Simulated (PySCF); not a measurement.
## A study: Si(OAc)H3 (C$_{2}$H$_{6}$O$_{2}$Si)

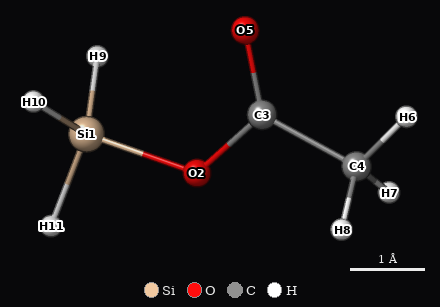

The molecule, with its atoms numbered as below. No frequency check shows the geometry to be a minimum.

Cartesian coordinates (Å):

```
Si1     -1.7360   -0.0783   -0.0010
O2      -0.1705   -0.6429    0.0033
C3       0.8792    0.1692    0.0016
C4       2.1866   -0.5736   -0.0010
O5       0.7641    1.3649    0.0003
H6       3.0137    0.1288    0.0323
H7       2.2489   -1.1811   -0.9015
H8       2.2234   -1.2400    0.8578
H9      -1.9568    0.7039   -1.2111
H10     -1.9638    0.7055    1.2067
H11     -2.4053   -1.3713   -0.0021
```

Part 1: Bonding charge

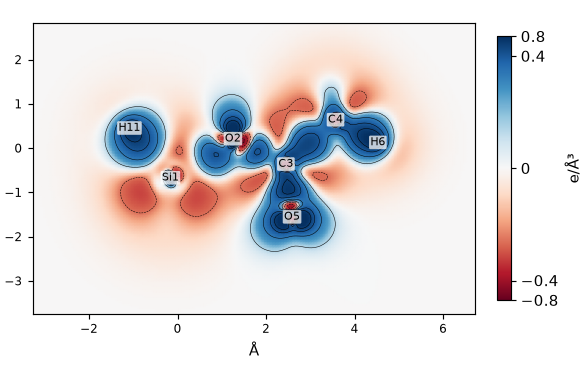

Deformation density (molecule less spherical, spin-averaged free atoms) in the plane of Si1, O2, C3, C4, O5, H6 and H11; colour scale in e/Å³, logarithmic beyond ±0.1; blue: gain, red: loss.

Computed with PySCF, B3LYP/6-311G**, geometry: GFN2-xTB.

**How much density has each bond in this plane gained at its critical point, relative to the free atoms?**

C4–H6: +0.71 e/Å³ at the bond critical point (bond length 1.09 Å, Mayer order 1.0). C3–O5: +0.63 e/Å³ at the bond critical point (bond length 1.20 Å, Mayer order 2.0). C3–C4: +0.52 e/Å³ at the bond critical point (bond length 1.50 Å, Mayer order 1.0). Si1–H11: +0.22 e/Å³ at the bond critical point (bond length 1.46 Å, Mayer order 0.9). O2–C3: +0.21 e/Å³ at the bond critical point (bond length 1.33 Å, Mayer order 1.1). Si1–O2: +0.04 e/Å³ at the bond critical point (bond length 1.66 Å, Mayer order 0.8); up to 0.6 Å beside the axis the gain reaches +0.37 e/Å³. In all, 2.6 electrons gather in the regions of gain relative to the promolecule. A small or negative value marks a very polar bond, one between electron-rich atoms, whose free-atom densities already overlap strongly, a long bond to a heavier atom, or a closed-shell contact such as a hydrogen bond.

**Where do the Hirshfeld charges lie?**

The highest Hirshfeld charge is on Si1 (+0.41 e), the lowest on O5 (−0.26 e).

Part 2: Bond critical points

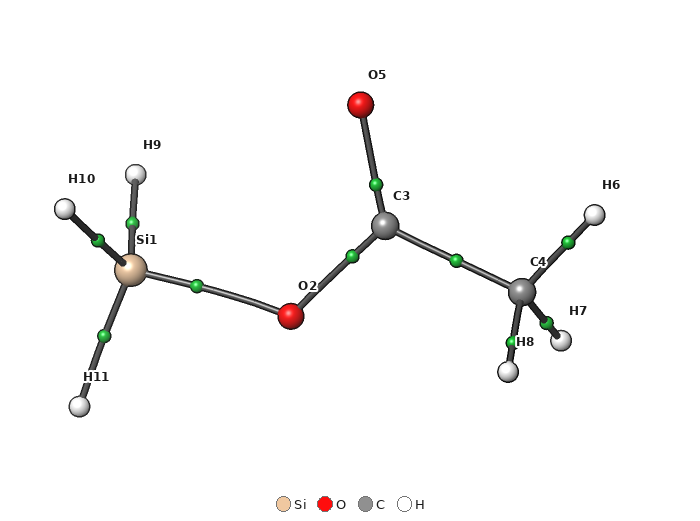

Molecular graph of the electron density (QTAIM): bond paths, bond critical points (green), ring points (magenta, if any); weak paths are dashed.

**How many critical points of each kind are there, and does the count close?**

11 nuclei, 10 bond, 0 ring and 0 cage critical points: 11 − 10 + 0 − 0 = 1, as the Poincaré–Hopf relation requires.

**Give the properties at the bond critical points.**

```csv
bond,length (Å),ρ (a.u.),∇²ρ (a.u.),ε,H (a.u.)
C3–O5,1.201,0.423,−0.15,0.10,−0.723
O2–C3,1.327,0.308,−0.37,0.05,−0.452
C4–H6,1.086,0.280,−0.95,0.01,−0.279
C4–H8 (2 alike),1.088,0.276,−0.92,0.01,−0.274
C3–C4,1.504,0.259,−0.65,0.07,−0.223
Si1–H11,1.456,0.127,+0.26,0.02,−0.080
Si1–H10 (2 alike),1.458,0.127,+0.25,0.02,−0.080
Si1–O2,1.664,0.126,+0.83,0.04,−0.035
```

**What kind of interaction is Si1–H11?**

Polar or intermediate (positive Laplacian, negative energy density H): ρ = 0.127, ∇²ρ = +0.26, H = −0.080 a.u.

Part 3: Local ionisation energy

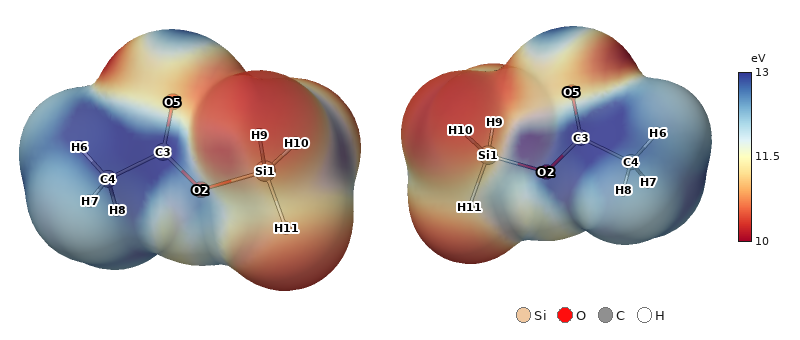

Average local ionisation energy on the surface of electron density 0.001 a.u. (back view left, front view right).

**Locate the minima of the map.**

The lowest value is 10.0 eV, 1.8 Å from O5. Further minima include 10.2 eV, 1.5 Å from H9, and at like points elsewhere; 11.4 eV, 1.8 Å from O2, and at like points elsewhere. For comparison, the highest occupied orbital lies at −7.7 eV.

Part 4: Excited states

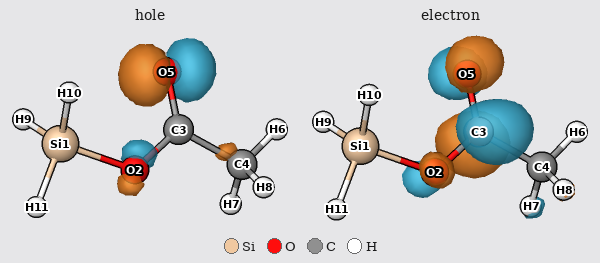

Leading natural transition orbital pair of S₁ (TDA singlet states); the surfaces enclose about 70 % of each orbital's density.

Level of theory: B3LYP/cc-pVDZ (PySCF), at a geometry from GFN2-xTB. Without diffuse functions Rydberg states are missing, so the states' numbers hold for this basis only.

**Where does the state lie, and where do hole and electron sit?**

5.80 eV (214 nm), f = 0.002 (very weak); the leading pair carries 100 %; hole on O5 (69 %), O2 (10 %) and C3 (9 %), electron on C3 (41 %), O5 (29 %) and O2 (9 %); their centroids lie 0.7 Å apart. In canonical orbitals it is mainly HOMO → LUMO (98 %). The HOMO–LUMO gap is 7.66 eV.
